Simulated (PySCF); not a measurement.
Molecule: W(O)(Cl)4, SMILES [Cl][W]([Cl])([Cl])(=[O])[Cl]. Atoms near the plane z = 0.6 Å, at the PBE0/def2-SVP optimised geometry (x, y, z in Å): W1 (-0.1, -0.1, 0.0), O2 (-0.5, -0.5, 1.6), Cl4 (2.2, -0.1, 0.0), Cl6 (0.0, 2.2, 0.0).

Computed with PBE0/def2-TZVP, def2 effective core potentials past Kr (PySCF). The core electrons that the potentials of W replace are not part of the density. The values are rescaled to run from 0 to 1.

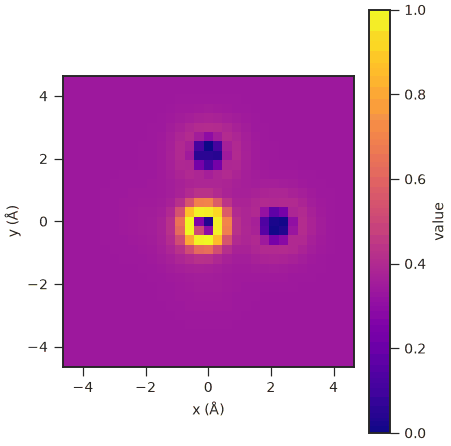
a field on the plane z = 0.6 Å.

Which quantity is mapped?
(A) Laplacian of the electron density
(B) deformation density (molecule minus spherical neutral atoms)
(C) an orbital amplitude
(D) electron localisation function

A, Laplacian of the electron density. In full: Laplacian of the electron density (e/bohr⁵).
